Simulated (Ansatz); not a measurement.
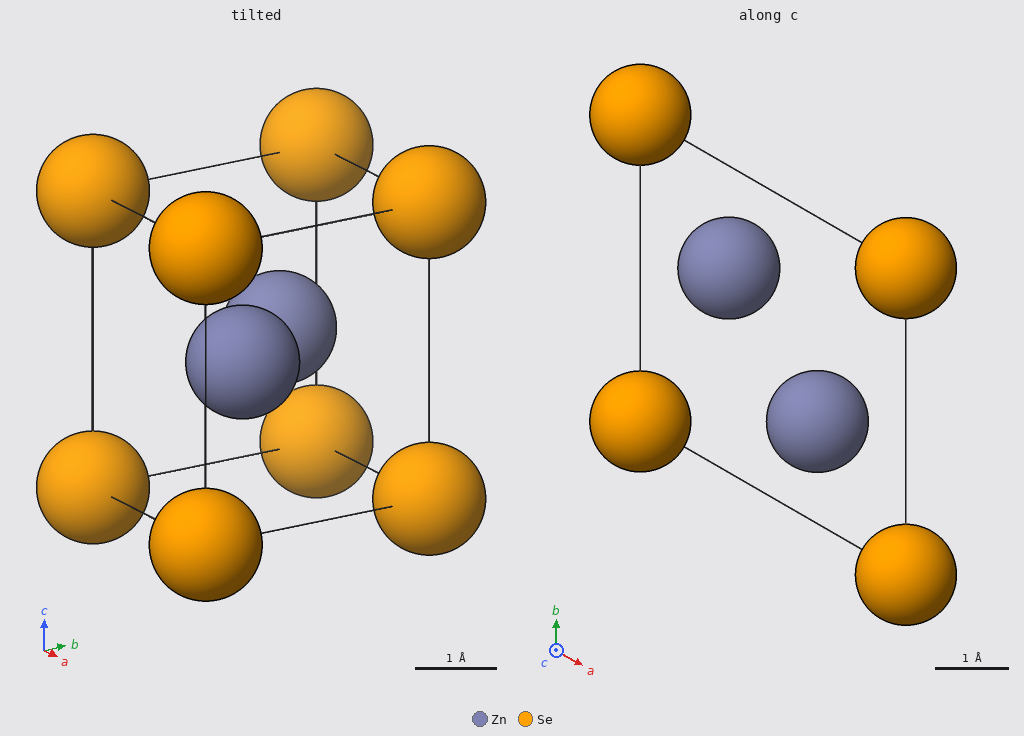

This spheres-only model is shown slightly off an axis and along the c axis. Lines trace the edges of the conventional unit cell.

Cell dimensions are a = 4.25 Å, b = 4.25 Å, c = 3.74 Å, α = 90.00°, β = 90.00°, γ = 120.00°.

### What ratio of elements does the structure have?

Zn2Se. The cell holds 2 Zn, 1 Se, counting shared atoms by their share.

### What is the Hermann-Mauguin symbol of the space group?

P6/mmm (No. 191), with Zn on 2d and Se on 1a.

### Structure type?

AlB₂ type.

The model was built from a textbook structure type filled with these elements (whether it is the usual form wasn't checked). What is shown is the relaxed result from Ansatz 0.2.0, DFT PBE, scalar-relativistic, plane waves, PAW.
